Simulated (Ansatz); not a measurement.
Input

```
crystal:
  periodic: [false, false, false]
  atoms:
    - {symbol: C, position_ang: [-1.672375, -2.990955, -1.096758]}
    - {symbol: O, position_ang: [-0.743009, -1.997824, -0.832360]}
    - {symbol: Zr, position_ang: [0.339999, -0.407800, -0.676656]}
    - {symbol: O, position_ang: [0.738433, 0.260590, -2.466687]}
    - {symbol: O, position_ang: [-0.465303, 1.002668, 0.366435]}
    - {symbol: C, position_ang: [-1.313157, 2.017034, 0.819858]}
    - {symbol: C, position_ang: [-2.751015, 1.531501, 0.821614]}
    - {symbol: C, position_ang: [-1.130787, 3.261825, -0.028249]}
    - {symbol: N, position_ang: [2.055934, -0.941144, 0.293609]}
    - {symbol: C, position_ang: [2.808822, -0.068729, 1.158266]}
    - {symbol: C, position_ang: [2.661165, -2.241884, 0.160662]}
    - {symbol: H, position_ang: [-2.632790, -2.768556, -0.617402]}
    - {symbol: H, position_ang: [-1.843992, -3.090924, -2.174912]}
    - {symbol: H, position_ang: [-1.320793, -3.957280, -0.717127]}
    - {symbol: H, position_ang: [1.345981, 0.493823, -3.162089]}
    - {symbol: H, position_ang: [-1.023821, 2.251975, 1.854674]}
    - {symbol: H, position_ang: [-3.072784, 1.302041, -0.198490]}
    - {symbol: H, position_ang: [-2.847835, 0.626977, 1.425506]}
    - {symbol: H, position_ang: [-3.420427, 2.292910, 1.229385]}
    - {symbol: H, position_ang: [-0.088108, 3.585193, -0.012658]}
    - {symbol: H, position_ang: [-1.752572, 4.080699, 0.342035]}
    - {symbol: H, position_ang: [-1.409625, 3.055711, -1.065298]}
    - {symbol: H, position_ang: [2.313055, 0.900557, 1.259890]}
    - {symbol: H, position_ang: [2.914960, -0.492461, 2.168783]}
    - {symbol: H, position_ang: [3.824310, 0.113156, 0.774076]}
    - {symbol: H, position_ang: [2.057966, -2.890109, -0.482159]}
    - {symbol: H, position_ang: [2.758880, -2.745875, 1.134463]}
    - {symbol: H, position_ang: [3.668889, -2.183108, -0.278430]}
basis:
  gaussian: {orbitals: def2-TZVPP}
hamiltonian: {xc: pbe0, dispersion: d4}
output: {orbitals: {seedname: orbitals}}
```

Run with:

```sh
ansatz run in.yaml --threads 11 --pin off --events-out ev --progress --plain --max-ram 174080MiB --backend cuda --devices 0, --max-vram 75GiB
```

Geometry: PBE0-D4/def2-TZVP; core potentials replace the inner electrons of Zr.

Method: Ansatz, RKS PBE0-D4/def2-TZVPP.

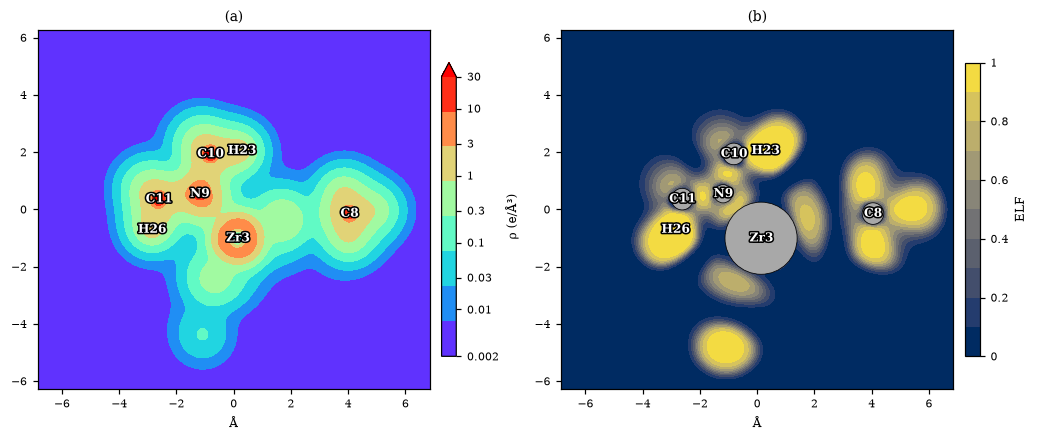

C$_{6}$H$_{17}$NO$_{3}$Zr (SMILES C[O][Zr]([OH])([O]C(C)C)[N](C)C). (a) electron density; (b) electron localisation function on the plane of atoms Zr3, N9 and C10. Grey discs cover the atomic cores in the ELF map.

Describe what can be read from this map.

Answer. Atoms in the plane: Zr, C, N and H.
C–N (1.44 Å): ρ is about 2 e/Å³ halfway; the ELF peaks at about 0.90 between the atoms (localised, covalent bonding).
Zr–N (2.04 Å): ρ is about 0.84 e/Å³ halfway; the ELF peaks at about 0.90 in the valence shell of N, 0.6 Å from its nucleus, and drops to about 0.30 between the two atoms.
C–H (1.09 Å): ρ is about 2 e/Å³ halfway; the ELF climbs to about 1 towards the hydrogen, as it does in any bond to H (a covalent bond by its length).
